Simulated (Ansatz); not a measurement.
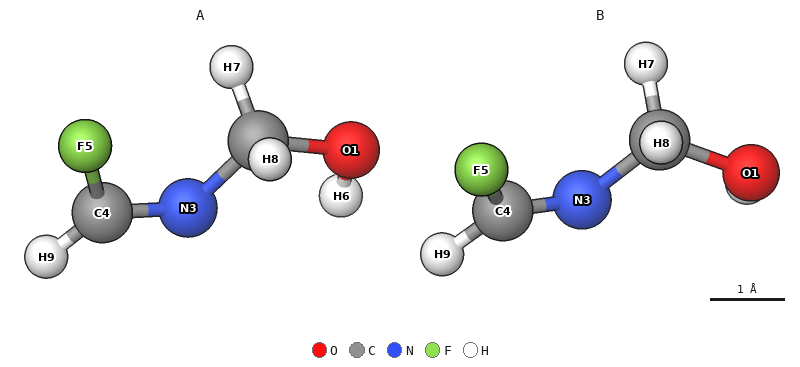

Two geometries of C$_{2}$H$_{4}$FNO, drawn at one scale. One is the start of a relaxation, the other its converged end. The picture is a ball-and-stick view, seen from a free direction.

Level of theory: Ansatz 0.2.0, RKS BHLYP-D4/6-31G*. (no spin polarisation; force threshold 0.02 eV/Å; at most 50 steps)

Question: Which one is relaxed?

Answer: Structure B is the relaxed one. The run prepares an end point of a later path (hydrogen shift) calculation, from a guessed geometry. The energy falls by 0.427 eV in 17 accepted moves (19 points after the start). Largest force component: 5 eV/Å at the start, 0.0035 eV/Å at the end. The line search rejected the trial steps at points 3, 10 of the run. The atom that moves furthest after the best rigid fit is the F atom (0.36 Å). Largest moves by element: F 0.36 Å, O 0.34 Å, H 0.31 Å, N 0.14 Å, C 0.05 Å. Among the contacts that change: C–F 1.410 → 1.338 Å, C–H 1.019 → 1.078 Å, C–N 1.276 → 1.236 Å, C–O 1.410 → 1.389 Å. Among the angles between lasting bonds that change: N–C–F 115.3° → 124.3°, F–C–H 119.1° → 111.3°, N–C–H 109.5° → 112.6°. Groups turn about C–O by about 45°, C–N by about 25°.
